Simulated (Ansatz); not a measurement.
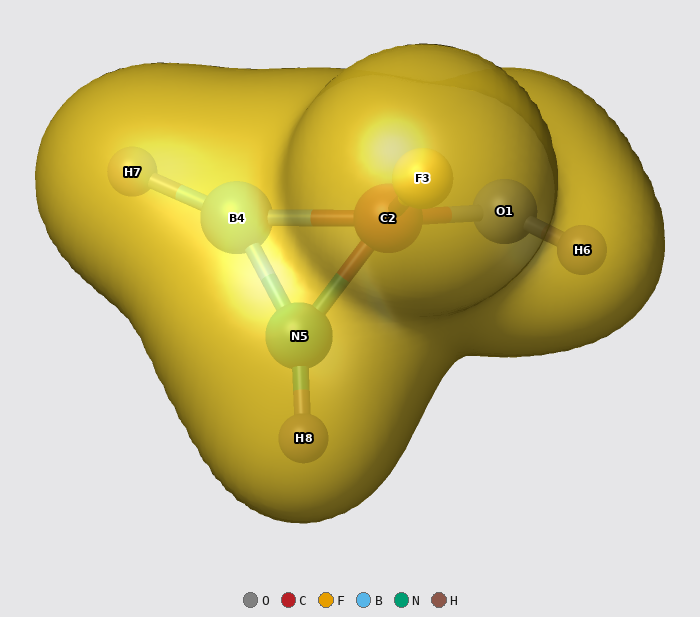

The picture shows: CH3BFNO. Isosurface of the electron density at 0.05 e/Å³ (yellow), seen at a tilt.

Geometry: PBE0-D4/def2-TZVP.

The calculation used RKS PBE0-D4/def2-TZVPP in Ansatz.

```csv
atom,x (Å),y (Å),z (Å)
O,0.0339,1.3907,0.7540
C,0.3786,0.2452,0.0952
F,1.5093,0.4895,-0.6581
B,-0.0570,-1.1802,0.4785
N,-0.6022,-0.5234,-0.5827
H,0.1215,2.1341,0.1449
H,-0.0766,-2.1921,1.0888
H,-1.2153,-0.4208,-1.3764
```

Question: How is the density connected at this value?

Answer: At this value the surface is in one piece. It bridges the sampled B–N (1.36 Å), C–O (1.37 Å), C–F (1.38 Å) and C–N (1.42 Å) contacts, where the density stays above the isovalue. On the grid the lowest density along these lines, outside the cores, is 1.5 e/Å³ (B–N, 1.36 Å), 2 e/Å³ (C–O, 1.37 Å), 1.7 e/Å³ (C–F, 1.38 Å) and 1.9 e/Å³ (C–N, 1.42 Å).
